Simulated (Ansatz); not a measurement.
Process, species as SMILES: C#C (C2H2) + 3 [H][H] (H2) → 2 C (CH4)
B3LYP-D3(BJ)/def2-TZVP geometries, fixed; electronic energies without zero-point terms.
Largest species:
```xyz
5

C      0.0000     0.0000     0.0000
H      0.6205     0.6269     0.6390
H     -0.6429    -0.6249     0.6185
H      0.6369    -0.6328    -0.6166
H     -0.6146     0.6308    -0.6409
```
Charge 0, spin multiplicity 1.

Basis-set convergence of the energy of full hydrogenation at MP2 with Ansatz (a quantum-chemistry and plane-wave program). Cartesian d functions, on some or all atoms, in 6-31G*, 6-31G**; all else is spherical. Cores are frozen. No added dispersion term, no relativity. Functions are those of the species that has most. Reference: Hartree-Fock in aug-cc-pVQZ plus the correlation part extrapolated as X^-3 from aug-cc-pVTZ and aug-cc-pVQZ, -105.87 kcal/mol, itself unsure by roughly 0.20 kcal/mol (a third of the extrapolation step and of the last Hartree-Fock step). Deviations are taken from unrounded values.

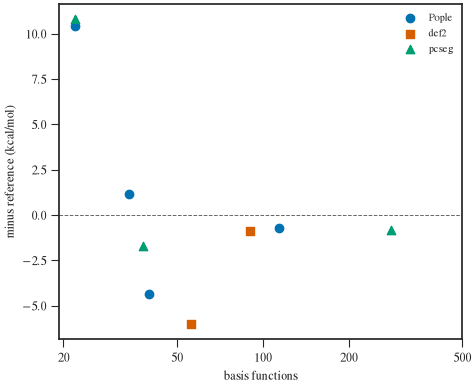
Figure: Deviation from the reference against the number of basis functions, by family of sets.

```csv
basis,functions,energy of full hydrogenation (kcal/mol),minus reference (kcal/mol)
3-21G,22,-95.47,10.40
pcseg-0,22,-95.05,10.82
6-31G*,34,-104.68,1.19
pcseg-1,38,-107.59,-1.72
6-31G**,40,-110.23,-4.36
def2-SVPD,56,-111.87,-6.00
def2-TZVPP,90,-106.73,-0.86
"6-311++G(3df,3pd)",114,-106.56,-0.69
aug-pcseg-3,281,-106.70,-0.83
```
